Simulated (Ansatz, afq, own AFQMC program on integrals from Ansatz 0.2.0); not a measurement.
# SiH4O (singlet): AFQMC on the coupled-cluster ladder, cc-pVDZ, part 2 of 2

Ansatz 0.2.0, Gaussian basis, and an in-house AFQMC program (afq) on its integrals; all values are calculated; cc-pVDZ, frozen cores. The steps go on from the part before.

### 9 CCSDT(Q) on RHF

File in.yaml:

```yaml
crystal:
  periodic: [false, false, false]
  atoms:
    - {symbol: Si, position_ang: [0.000000, -0.024816, 0.560007]}
    - {symbol: O, position_ang: [0.000000, 0.096617, -1.083436]}
    - {symbol: H, position_ang: [1.203564, -0.746254, 1.057763]}
    - {symbol: H, position_ang: [0.000000, 1.365115, 1.069958]}
    - {symbol: H, position_ang: [-1.203564, -0.746254, 1.057763]}
    - {symbol: H, position_ang: [0.000000, -0.714756, -1.591887]}
basis:
  gaussian: {orbitals: cc-pVDZ}
magnetization: {spin_polarized: false}
correlation: {method: ccsdt_q, electrons: outside_noble_gas}
```

On the command line:

```sh
ansatz run in.yaml --threads 1 --pin off --events-out ev --progress --plain --max-ram 1843MiB
```

Output, cut to the lines that bear on the results:

```text
Functional definition: HF
  name "HF"
  cite "Fock, Z. Phys. 61, 126 (1930) doi:10.1007/BF01340294"
  parent pbe
[...]
956 factors; integrals over basis functions are off by at most 1.9e-7 eV
[...]
mean field -9963.51140841 eV, -366.1522907485 hartree, gradient 1.6e-6 eV, S^2 0.000000; 0 other end points of the search recorded, 0 dependent functions left out
6 core orbitals not correlated: weight in the atoms' cores, before any rotation towards them, 1.000 or more for the frozen orbitals, at most 0.000 for the correlated occupied ones
reference -9963.51140841 eV, -366.1522907485 hartree; 7, 7 occupied and 39, 39 virtual orbitals, 956 factors
second order -8.05969397 eV of doubles, -0.00000000 eV of singles
cycle   1  -8.52122253 eV  change   -4.6e-1 eV  update   7.5e-2
[...]
cycle  12  -9.00719637 eV  change   -1.2e-6 eV  update   1.7e-6
perturbative correction -0.01806356 eV, -0.0006638236 hartree
Total energy: -9972.53666834 eV, -366.4839629335 hartree
```

Wall time 17 s (1 thread of Arm Neoverse V1, shared host); peak memory 0.34 GiB.

From the report: correlation -9.0253 eV; T1 0.011; largest double amplitude 0.03.

### 10 Phaseless AFQMC, CISD trial on RHF

It reads the integrals that the CCSD(T) run on this determinant wrote.

On the command line:

```sh
afq ham --method phaseless --trial cisd --walkers 60 --populations 1 --least-time 40 --time-step 0.005 --steps-per-block 50 --equilibration-blocks 28 --max-blocks 300 --target-error 0.00045 --factor-cut 1e-05 --seed 6913 --release-times 0.24,0.5,1,1.5 --release-step 0.02 --release-every 4 --taylor-order 6
```

Output:

```text
orbitals 46  electrons 7 7  factors 355 of 482
reference energy -366.15228709 Eh
CCSD correlation -0.32435686 Eh in 10 cycles, weight of the determinant in the CISD state 0.8908
energy of the start -366.476644 Eh
 block  time / (1/Eh)  mean weight  energy / Eh
     1     0.250  0.9990  -366.471293
     2     0.500  1.0021  -366.474288
     3     0.750  0.9999  -366.480241
     4     1.000  1.0006  -366.480351
     5     1.250  1.0034  -366.489171
     6     1.500  1.0016  -366.482629
     7     1.750  1.0009  -366.487041
     8     2.000  0.9988  -366.484046
     9     2.250  1.0011  -366.485712
    10     2.500  1.0007  -366.477957
    15     3.750  1.0008  -366.477630
    22     5.500  0.9941  -366.483059
    29     7.250  0.9993  -366.484387
    36     9.000  1.0008  -366.494420
    43    10.750  1.0016  -366.478667
    50    12.500  0.9970  -366.487284
    57    14.250  1.0003  -366.495753
    64    16.000  1.0011  -366.481022
    71    17.750  0.9985  -366.483148
    78    19.500  0.9993  -366.483310
    85    21.250  0.9993  -366.483249
    92    23.000  0.9994  -366.478944
    99    24.750  1.0026  -366.479816
   106    26.500  1.0014  -366.489709
   113    28.250  0.9993  -366.477991
   120    30.000  1.0006  -366.500818
   127    31.750  0.9988  -366.490482
   134    33.500  1.0015  -366.484767
   141    35.250  0.9993  -366.481691
   148    37.000  0.9993  -366.482369
   155    38.750  1.0045  -366.480297
   162    40.500  0.9989  -366.484287
   169    42.250  0.9997  -366.490619
   176    44.000  1.0026  -366.486492
   183    45.750  1.0040  -366.480987
   190    47.500  1.0014  -366.490986
   197    49.250  0.9977  -366.480736
   204    51.000  0.9980  -366.481013
   211    52.750  1.0017  -366.481254
   218    54.500  1.0021  -366.480399
   225    56.250  1.0007  -366.479931
   232    58.000  0.9997  -366.482236
   239    59.750  1.0003  -366.477583
   246    61.500  0.9999  -366.497970
   253    63.250  0.9995  -366.481177
   260    65.000  0.9968  -366.475913
   267    66.750  0.9995  -366.475746
   274    68.500  0.9975  -366.487167
   281    70.250  1.0028  -366.483744
   288    72.000  1.0045  -366.477193
   295    73.750  1.0021  -366.480402
blocks merged  error / Eh  count
     1  0.000330  270
     2  0.000397  135
     4  0.000423  67
     8  0.000405  33
    16  0.000391  16
    32  0.000350  8
released: time / (1/Eh)  energy / Eh  error  mean overlap
  0.24  -366.483972  0.000550  1.0041
  0.50  -366.484204  0.000397  1.0003
  1.00  -366.483809  0.000476  1.0159
  1.50  -366.484290  0.000615  0.9880
energy -366.483560 +/- 0.000405 Eh
```

Run time: 6.2 min. Hardware: 1 thread of Arm Neoverse V1, shared host; peak memory 0.28 GiB.

Energy -9972.5257 ± 0.0110 eV. Caveats: constraint bias not in the error.

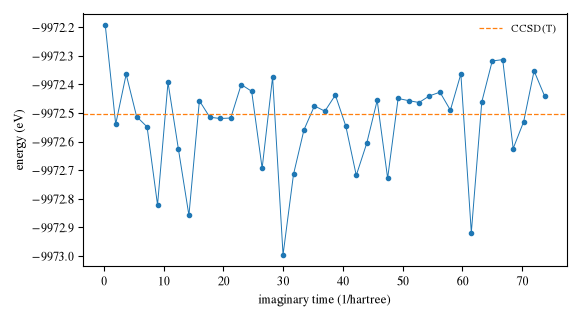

Block energies along the walk.

### 11 Phaseless AFQMC, single-determinant trial on RHF

It reads the integrals that the CCSD(T) run on this determinant wrote.

On the command line:

```sh
afq ham --method phaseless --trial hf --walkers 120 --populations 1 --least-time 40 --time-step 0.005 --steps-per-block 20 --equilibration-blocks 112 --max-blocks 600 --target-error 0.00135 --factor-cut 1e-05 --seed 148 --taylor-order 6
```

Output:

```text
orbitals 46  electrons 7 7  factors 355 of 482
reference energy -366.15228709 Eh
CCSD correlation -0.32435686 Eh in 10 cycles, weight of the determinant in the CISD state 0.8908
energy of the start -366.152287 Eh
 block  time / (1/Eh)  mean weight  energy / Eh
     1     0.100  1.0015  -366.251012
     2     0.200  1.0031  -366.319491
     3     0.300  1.0034  -366.354930
     4     0.400  1.0015  -366.382623
     5     0.500  1.0014  -366.403669
     6     0.600  1.0033  -366.406648
     7     0.700  0.9991  -366.419955
     8     0.800  1.0020  -366.424500
     9     0.900  0.9997  -366.417833
    10     1.000  1.0014  -366.435101
    18     1.800  1.0008  -366.500177
    35     3.500  1.0008  -366.466854
    52     5.200  1.0019  -366.503527
    69     6.900  0.9980  -366.466075
    86     8.600  0.9988  -366.488181
   103    10.300  0.9966  -366.453406
   120    12.000  1.0012  -366.486942
   137    13.700  1.0003  -366.474669
   154    15.400  1.0009  -366.493403
   171    17.100  0.9996  -366.474988
   188    18.800  0.9997  -366.470344
   205    20.500  1.0019  -366.508992
   222    22.200  0.9993  -366.511675
   239    23.900  0.9988  -366.485205
   256    25.600  1.0018  -366.453014
   273    27.300  1.0001  -366.494976
   290    29.000  0.9989  -366.459645
   307    30.700  1.0004  -366.473904
   324    32.400  1.0025  -366.465194
   341    34.100  1.0003  -366.501301
   358    35.800  1.0011  -366.503912
   375    37.500  0.9997  -366.491595
   392    39.200  0.9960  -366.485056
   409    40.900  0.9994  -366.486662
   426    42.600  1.0001  -366.451009
   443    44.300  0.9996  -366.541914
   460    46.000  0.9989  -366.465731
   477    47.700  1.0015  -366.513926
   494    49.400  1.0022  -366.492368
   511    51.100  0.9980  -366.476846
   528    52.800  0.9992  -366.497220
   545    54.500  1.0026  -366.470861
   562    56.200  1.0000  -366.484970
   579    57.900  0.9996  -366.504000
   596    59.600  0.9980  -366.467803
   613    61.300  0.9990  -366.502861
   630    63.000  1.0019  -366.480557
   647    64.700  1.0019  -366.480444
   664    66.400  1.0019  -366.574565
   681    68.100  0.9966  -366.508166
   698    69.800  0.9991  -366.463410
blocks merged  error / Eh  count
     1  0.000930  600
     2  0.001193  300
     4  0.001504  150
     8  0.001714  75
    16  0.001895  37
    32  0.002288  18
    64  0.001855  9
energy -366.484225 +/- 0.002288 Eh
```

Run time: 4.6 min. Hardware: 1 thread of Arm Neoverse V1, shared host; peak memory 0.28 GiB.

Energy -9972.5438 ± 0.0623 eV. Caveats: constraint bias not in the error; error above the target.

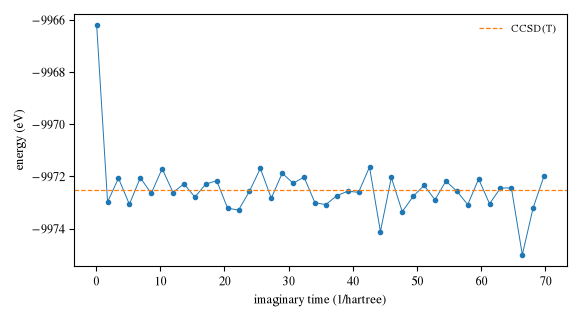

Block energies along the walk.

### 12 Free-projection AFQMC, CISD trial on RHF

It reads the integrals that the CCSD(T) run on this determinant wrote.

On the command line:

```sh
afq ham --method free --trial cisd --walkers 60 --time-step 0.03 --max-blocks 80 --target-error 0.00045 --factor-cut 1e-05 --seed 354 --times 0,0.21,0.42,0.81,1.2,1.8,2.4,3 --taylor-order 8
```

Output:

```text
orbitals 46  electrons 7 7  factors 355 of 482
reference energy -366.15228709 Eh
CCSD correlation -0.32435686 Eh in 10 cycles, weight of the determinant in the CISD state 0.8908
repeat  energy at the last time / Eh  error
    10  -366.484180  0.001474
    20  -366.488571  0.002245
    30  -366.486477  0.001802
    40  -366.485911  0.001551
    50  -366.486192  0.001351
    60  -366.485654  0.001173
    70  -366.485896  0.001094
    80  -366.485476  0.000984
time / (1/Eh)  energy / Eh  error  mean overlap
  0.00  -366.476521  0.000378  1.1223
  0.21  -366.480593  0.000371  1.1115
  0.42  -366.482547  0.000324  1.1051
  0.81  -366.483784  0.000403  1.1070
  1.20  -366.484430  0.000503  1.0886
  1.80  -366.484449  0.000586  1.0936
  2.40  -366.482590  0.000583  1.0854
  3.00  -366.485476  0.000984  1.0754
energy -366.485476 +/- 0.000984 Eh
```

Wall time 5.2 min (1 thread of Arm Neoverse V1, shared host); peak memory 0.29 GiB.

Energy -9972.5778 ± 0.0268 eV. Caveats: remainder of the start not in the error; error above the target.

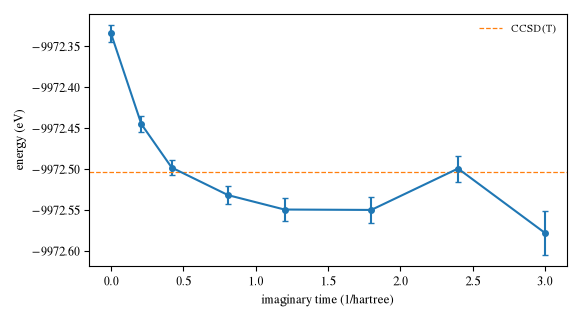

Energy against projection time, with error bars.

### 13 UHF

in.yaml, as its differences from that of step 9:

```diff
@@ -11,3 +11,4 @@
   gaussian: {orbitals: cc-pVDZ}
-magnetization: {spin_polarized: false}
-correlation: {method: ccsdt_q, electrons: outside_noble_gas}
+magnetization: {spin_polarized: true, initial_magnetization: 0}
+hamiltonian: {xc: hf}
+output: {orbitals: {seedname: orbitals}}
```

On the command line:

```sh
ansatz run in.yaml --threads 1 --pin off --events-out ev --progress --plain --max-ram 1843MiB
```

Output:

```text
Functional definition: HF
  name "HF"
  cite "Fock, Z. Phys. 61, 126 (1930) doi:10.1007/BF01340294"
  parent pbe
  exchange = exact_x
  correlation = 0
482 factors; integrals over basis functions are off by at most 1.4e-3 eV
mean field evaluation 1: about -9961.5036 eV, gradient 2.2e1 eV
mean field evaluation 2: about -9961.5389 eV, gradient 2.2e1 eV
mean field evaluation 4: about -9963.4928 eV, gradient 1.4e0 eV
mean field evaluation 8: about -9963.5113 eV, gradient 3.5e-4 eV
mean field -9963.51130894 eV, -366.1522870929 hartree, gradient 1.0e-5 eV, S^2 0.000000; 0 other end points of the search recorded, 0 dependent functions left out
reference -9963.51130894 eV, -366.1522870929 hartree; 13, 13 occupied and 39, 39 virtual orbitals, 482 factors
Total energy: -9963.51130894 eV, -366.1522870929 hartree
```

Wall time 0.33 s (1 thread of Arm Neoverse V1, shared host); peak memory 0.29 GiB.

From the report: ⟨S²⟩ of the determinant 0.000 (pure singlet: 0.00).

### 14 AFQMC on the ladder

On the RHF determinant, counted from CCSDT(Q) (a yardstick, not exact):

```tsv
level	energy (eV)	from CCSDT(Q) (meV)	statistical error (meV)	time
HF	-9963.5113	+9025.4		
MP2	-9971.5710	+965.7		
CCSD	-9972.3375	+199.2		
CCSD(T)	-9972.5030	+33.7		
CCSDT(Q)	-9972.5367	0.0		
Phaseless AFQMC, CISD trial, step 0.005, 60 walkers	-9972.5257	+11.0	11.0	6.2 min
Phaseless AFQMC, single-determinant trial, step 0.005, 120 walkers	-9972.5438	-7.1	62.3	4.6 min
Free-projection AFQMC, CISD trial, step 0.03, 60 walkers	-9972.5778	-41.2	26.8	5.2 min
```

The functionals' totals stand on their own zeros and serve differences with other points: PBE -9983.695 eV; r2SCAN -9988.505 eV; PBE0 -9984.699 eV; B3LYP -9990.983 eV; wB97M-V -9988.780 eV; B2PLYP -9984.990 eV.

### 15 What came out

This closing draws on all 2 parts.

| quantity | value |
| --- | --- |
| CCSD(T) on RHF from CCSDT(Q) | +33.7 meV |
| Phaseless AFQMC, CISD trial on RHF from CCSDT(Q) | +11.0 ± 11.0 meV |
| Phaseless AFQMC, single-determinant trial on RHF from CCSDT(Q) | -7.1 ± 62.3 meV |
| Free-projection AFQMC, CISD trial on RHF from CCSDT(Q) | -41.2 ± 26.8 meV |

What this shows: On RHF the phaseless walk with the CISD trial lies +11.0 meV from CCSDT(Q), within three error bars. Free projection has no constraint; at the last time it gives -41.2 ± 26.8 meV. Error bars are statistical and leave out the constraint, the time step and what remains of the start.
